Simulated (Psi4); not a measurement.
Geometry relaxation of AlH2O2F (part 1 of 2)

AlH2O2F, SMILES [OH][Al]([OH])[F], computed with HF/pcseg-1, RHF (Psi4 1.11).

The atoms were displaced at random from an optimised geometry.

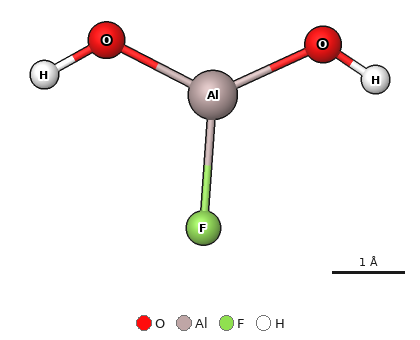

The structure as given in the input (ball-and-stick view, seen on its broad side). Sticks mark near contacts. Bond lengths as drawn: Al–F 1.86 Å, Al–O 1.67 to 1.69 Å and H–O 0.89 to 0.99 Å.

The input (alfh2o2_ase.py)
```python
import numpy as np
from ase.calculators.psi4 import Psi4
from ase.io import read
from ase.optimize import LBFGS

a = read('alfh2o2.xyz')
calc = Psi4(atoms=a, method='hf', basis='pcseg-1', memory='1600MB', num_threads=1, charge=0, multiplicity=1, label='alfh2o2')
a.calc = calc

opt = LBFGS(a)
done = opt.run(fmax=0.05, steps=40)
print('converged:', done)
for s, p in zip(a.symbols, a.positions):
    print(f'{s:2s} {p[0]:12.6f} {p[1]:12.6f} {p[2]:12.6f}')
```

File alfh2o2.xyz
```
6
AlFH2O2
O     -0.577077     1.393668    -0.763163
Al     0.000448    -0.011595    -0.022468
O      1.061110    -0.136919     1.259083
F     -0.593040    -1.660176    -0.650613
H     -1.209092     1.359300    -1.385081
H      1.394717    -1.000201     1.612622
```

Run on 1 thread of Intel Xeon (Sapphire Rapids), 192 GiB of memory available, shared host.

Command:
```bash
python alfh2o2_ase.py
```

What the program printed
```
gradient() will perform analytic gradient computation.

   => Loading Basis Set <=

    Name: PCSEG-1
    Role: ORBITAL
    Keyword: BASIS

         ---------------------------------------------------------
                                   SCF
                              RHF Reference
                        1 Threads,   1525 MiB Core
         ---------------------------------------------------------

  ==> Geometry <==

    Molecular point group: c1
    Full point group: C1

    Geometry (in Angstrom), charge = 0, multiplicity = 1:

       Center              X                  Y                   Z               Mass
    ------------   -----------------  -----------------  -----------------  -----------------
         O           -0.518376843788     1.490512242565    -0.619333803598    15.994914619570
         AL           0.014987363422     0.037125008020     0.016141374692    26.981538530000
         O            1.115741475880     0.035241601714     1.275498063911    15.994914619570
         F           -0.545932579806    -1.393059925777    -0.599498328574    18.998403162730
         H           -1.108083786284     1.704200780963    -1.320584477066     1.007825032230
         H            1.517548551430    -0.652508511146     1.775723497873     1.007825032230

  Running in c1 symmetry.

  Rotational constants: A =      0.22456  B =      0.21582  C =      0.11005 [cm^-1]
  Rotational constants: A =   6732.05656  B =   6470.02014  C =   3299.24064 [MHz]
  Nuclear repulsion =  161.308752824932554

  Charge       = 0
  Multiplicity = 1
  Electrons    = 40
  Nalpha       = 20
  Nbeta        = 20

  ==> Algorithm <==

  SCF Algorithm Type is DF.
  DIIS enabled.
  MOM disabled.
  Fractional occupation disabled.
  Guess Type is SAD.
  Energy threshold   = 1.00e-08
  Density threshold  = 1.00e-08
  Integral threshold = 1.00e-12

  ==> Primary Basis <==

  Basis Set: PCSEG-1
    Blend: PCSEG-1
    Number of shells: 32
    Number of basis functions: 70
    Number of Cartesian functions: 74
    Spherical Harmonics?: true
    Max angular momentum: 2

   => Loading Basis Set <=

    Name: (PCSEG-1 AUX)
    Role: JKFIT
    Keyword: DF_BASIS_SCF

  ==> Integral Setup <==

  DFHelper Memory: AOs need 0.016 GiB; user supplied 1.118 GiB.
  SCF_SUBTYPE=INCORE selected. In-core MEM_DF algorithm will be used.
  Using in-core AOs.

  ==> MemDFJK: Density-Fitted J/K Matrices <==

    J tasked:                   Yes
    K tasked:                   Yes
    wK tasked:                   No
    Memory [MiB]:              1144
    Algorithm:                 Core
    Schwarz Cutoff:           1E-12
    Mask sparsity (%):       1.5918
    Fitting Condition:        1E-10

   => Auxiliary Basis Set <=

  Basis Set: (PCSEG-1 AUX)
    Blend: DEF2-UNIVERSAL-JKFIT
    Number of shells: 125
    Number of basis functions: 395
    Number of Cartesian functions: 474
    Spherical Harmonics?: true
    Max angular momentum: 4

  Minimum eigenvalue in the overlap matrix is 2.5726087724E-02.
  Reciprocal condition number of the overlap matrix is 6.6464507975E-03.
    Using symmetric orthogonalization.

  ==> Pre-Iterations <==

  SCF Guess: Superposition of Atomic Densities via on-the-fly atomic UHF (no occupation information).

   -------------------------
    Irrep   Nso     Nmo
   -------------------------
     A         70      70
   -------------------------
    Total      70      70
   -------------------------

  ==> Iterations <==

                           Total Energy        Delta E     RMS |[F,P]|

   @DF-RHF iter SAD:  -490.78483780626061   -4.90785e+02   0.00000e+00
   @DF-RHF iter   1:  -492.12448204981899   -1.33964e+00   1.11025e-02 DIIS/ADIIS
   @DF-RHF iter   2:  -492.25578662678907   -1.31305e-01   7.44422e-03 DIIS/ADIIS
   @DF-RHF iter   3:  -492.34792513583574   -9.21385e-02   4.24285e-04 DIIS/ADIIS
   @DF-RHF iter   4:  -492.34846282976923   -5.37694e-04   1.02819e-04 DIIS/ADIIS
   @DF-RHF iter   5:  -492.34848873608064   -2.59063e-05   3.79272e-05 DIIS
   @DF-RHF iter   6:  -492.34849203716595   -3.30109e-06   8.94320e-06 DIIS
   @DF-RHF iter   7:  -492.34849236237028   -3.25204e-07   1.47493e-06 DIIS
   @DF-RHF iter   8:  -492.34849237787057   -1.55003e-08   2.95318e-07 DIIS
   @DF-RHF iter   9:  -492.34849237843144   -5.60874e-10   6.69437e-08 DIIS
   @DF-RHF iter  10:  -492.34849237846248   -3.10365e-11   1.56195e-08 DIIS
   @DF-RHF iter  11:  -492.34849237846385   -1.36424e-12   4.84889e-09 DIIS
  Energy and wave function converged.

  ==> Post-Iterations <==

    Orbital Energies [Eh]
    ---------------------

    Doubly Occupied:

       1A    -58.498716     2A    -26.235368     3A    -20.532096
       4A    -20.531992     5A     -4.931049     6A     -3.256547
       7A     -3.255870     8A     -3.254578     9A     -1.549908
      10A     -1.331272    11A     -1.322046    12A     -0.737154
      13A     -0.688646    14A     -0.671876    15A     -0.632436
      16A     -0.630142    17A     -0.537733    18A     -0.526989
      19A     -0.523346    20A     -0.508984

    Virtual:

      21A      0.085191    22A      0.100591    23A      0.133471
      24A      0.164060    25A      0.208792    26A      0.261401
      27A      0.283903    28A      0.375609    29A      0.441534
      30A      0.491644    31A      0.814735    32A      0.815736
      33A      0.880549    34A      0.894804    35A      1.004788
      36A      1.086204    37A      1.086421    38A      1.121895
      39A      1.173591    40A      1.196409    41A      1.288480
      42A      1.334870    43A      1.423563    44A      1.426142
      45A      1.440920    46A      1.534600    47A      1.764269
      48A      1.787595    49A      1.982160    50A      2.008613
      51A      2.267927    52A      2.272392    53A      2.363985
      54A      2.558767    55A      2.640252    56A      2.668902
      57A      2.781306    58A      2.805497    59A      2.819491
      60A      2.823532    61A      2.887697    62A      2.901208
      63A      2.962231    64A      3.081428    65A      3.116978
      66A      3.184872    67A      3.298602    68A      3.333818
      69A      3.937094    70A      4.012429

    Final Occupation by Irrep:
              A
    DOCC [    20 ]
    NA   [    20 ]
    NB   [    20 ]

  @DF-RHF Final Energy:  -492.34849237846385

   => Energetics <=

    Nuclear Repulsion Energy =            161.3087528249325544
    One-Electron Energy =               -1007.0009958799814740
    Two-Electron Energy =                 353.3437506765851026
    Total Energy =                       -492.3484923784638454

Computation Completed

Properties will be evaluated at   0.000000,   0.000000,   0.000000 [a0]

Properties computed using the SCF density matrix

 Multipole Moments:

 ------------------------------------------------------------------------------------
     Multipole            Electronic (a.u.)      Nuclear  (a.u.)        Total (a.u.)
 ------------------------------------------------------------------------------------

 L = 1.  Multiply by 2.5417464519 to convert [e a0] to [Debye]
 Dipole X            :         -0.9481670            0.8878393           -0.0603277
 Dipole Y            :         -2.4300699            2.2729792           -0.1570907
 Dipole Z            :         -1.0440485            0.9804013           -0.0636472
 Magnitude           :                                                    0.1799108

 ------------------------------------------------------------------------------------

	total time  =          1 seconds =       0.02 minutes

         ------------------------------------------------------------
                                   SCF GRAD
         ------------------------------------------------------------

  ==> Geometry <==

    Molecular point group: c1
    Full point group: C1

    Geometry (in Angstrom), charge = 0, multiplicity = 1:

       Center              X                  Y                   Z               Mass
    ------------   -----------------  -----------------  -----------------  -----------------
         O           -0.518376843788     1.490512242565    -0.619333803598    15.994914619570
         AL           0.014987363422     0.037125008020     0.016141374692    26.981538530000
         O            1.115741475880     0.035241601714     1.275498063911    15.994914619570
         F           -0.545932579806    -1.393059925777    -0.599498328574    18.998403162730
         H           -1.108083786284     1.704200780963    -1.320584477066     1.007825032230
         H            1.517548551430    -0.652508511146     1.775723497873     1.007825032230

  Nuclear repulsion =  161.308752824932554

  ==> Basis Set <==

  Basis Set: PCSEG-1
    Blend: PCSEG-1
    Number of shells: 32
    Number of basis functions: 70
    Number of Cartesian functions: 74
    Spherical Harmonics?: true
    Max angular momentum: 2

  ==> DFJKGrad: Density-Fitted SCF Gradients <==

    Gradient:                    1
    J tasked:                  Yes
    K tasked:                  Yes
    wK tasked:                  No
    Integrals threads:           1
    Memory [MiB]:             1144
    Schwarz Cutoff:          1E-12
    Fitting Condition:       1E-10

   => Auxiliary Basis Set <=

  Basis Set: (PCSEG-1 AUX)
    Blend: DEF2-UNIVERSAL-JKFIT
    Number of shells: 125
    Number of basis functions: 395
    Number of Cartesian functions: 474
    Spherical Harmonics?: true
    Max angular momentum: 4

  -Total Gradient:
     Atom            X                  Y                   Z
    ------   -----------------  -----------------  -----------------
       1       -0.000194916597     0.000051092039     0.000048712504
       2        0.000354526305     0.000085490580     0.000359208283
       3        0.000028687483    -0.000228949012    -0.000241919845
       4       -0.000069978485    -0.000131780735    -0.000067780418
       5        0.000141747158    -0.000038446247     0.000016061092
       6       -0.000260065865     0.000262593375    -0.000114281615

	total time  =          0 seconds =       0.00 minutes
```

Standard output
```
Step     Time          Energy          fmax
LBFGS:    0 18:33:01   -13396.784914        4.551722
LBFGS:    1 18:33:02   -13397.136751        3.611623
LBFGS:    2 18:33:03   -13397.383793        1.617094
LBFGS:    3 18:33:04   -13397.431698        1.103778
LBFGS:    4 18:33:05   -13397.446458        0.495188
LBFGS:    5 18:33:07   -13397.452856        0.211356
LBFGS:    6 18:33:08   -13397.454861        0.174526
LBFGS:    7 18:33:10   -13397.464786        0.329261
LBFGS:    8 18:33:11   -13397.467468        0.236196
LBFGS:    9 18:33:13   -13397.469698        0.195346
LBFGS:   10 18:33:14   -13397.472504        0.264711
LBFGS:   11 18:33:16   -13397.476856        0.281292
LBFGS:   12 18:33:16   -13397.480830        0.289895
LBFGS:   13 18:33:17   -13397.483545        0.121612
LBFGS:   14 18:33:18   -13397.484013        0.053246
LBFGS:   15 18:33:19   -13397.484156        0.062871
LBFGS:   16 18:33:20   -13397.484480        0.083852
LBFGS:   17 18:33:21   -13397.484755        0.065132
LBFGS:   18 18:33:22   -13397.484885        0.026322
converged: True
O     -0.584847     1.277607    -0.698928
Al    -0.051482    -0.175781    -0.063453
O      1.049272    -0.177664     1.195904
F     -0.612402    -1.605966    -0.679093
H     -1.174553     1.491295    -1.400179
H      1.451079    -0.865414     1.696129
```

Trajectory as extended XYZ (Å, eV, eV/Å), 19 frames, from step=0 to step=18
```
6
Properties=species:S:1:pos:R:3:forces:R:3 step=0 energy=-13396.78502
O    -0.5771    1.3937   -0.7632    3.1583  -0.4766   3.2429
Al    0.0004   -0.0116   -0.0225   -1.3950  -3.2284  -1.4809
O     1.0611   -0.1369    1.2591    1.0025  -1.9573   1.0073
F    -0.5930   -1.6602   -0.6506    1.1118   3.3951   1.1513
H    -1.2091    1.3593   -1.3851   -3.0780   0.1132  -3.1061
H     1.3947   -1.0002    1.6126   -0.7996   2.1541  -0.8144
6
Properties=species:S:1:pos:R:3:forces:R:3 step=1 energy=-13397.13686
O    -0.5402    1.3974   -0.7250   -2.5894  -0.1464  -2.5134
Al   -0.0277   -0.0471   -0.0518    0.2309  -2.5434   0.3973
O     1.0672   -0.1543    1.2653   -1.1757   1.4758  -1.4110
F    -0.5854   -1.6011   -0.6424    0.6189   2.1903   0.6323
H    -1.2613    1.3715   -1.4377    2.3661   0.3112   2.2750
H     1.3751   -0.9588    1.5928    0.5492  -1.2875   0.6198
6
Properties=species:S:1:pos:R:3:forces:R:3 step=2 energy=-13397.38390
O    -0.5532    1.3978   -0.7371   -0.9327  -1.0724  -0.7714
Al   -0.0275   -0.0841   -0.0504    0.0651   0.1576   0.0929
O     1.0613   -0.1419    1.2565   -0.4239   0.0511  -0.5727
F    -0.5710   -1.5597   -0.6280    0.1055   0.6256   0.0913
H    -1.2442    1.3792   -1.4219    1.0961   0.2296   1.0268
H     1.3811   -0.9607    1.5993    0.0898   0.0085   0.1331
6
Properties=species:S:1:pos:R:3:forces:R:3 step=3 energy=-13397.43181
O    -0.5623    1.3783   -0.7433    0.4466  -0.8262   0.5798
Al   -0.0256   -0.0844   -0.0483    0.0816   0.4149   0.1042
O     1.0581   -0.1431    1.2505   -0.2268   0.0268  -0.3385
F    -0.5646   -1.5423   -0.6219   -0.0625   0.1203  -0.0866
H    -1.2261    1.3847   -1.4053   -0.3032   0.2007  -0.3620
H     1.3844   -0.9559    1.6031    0.0644   0.0635   0.1031
```
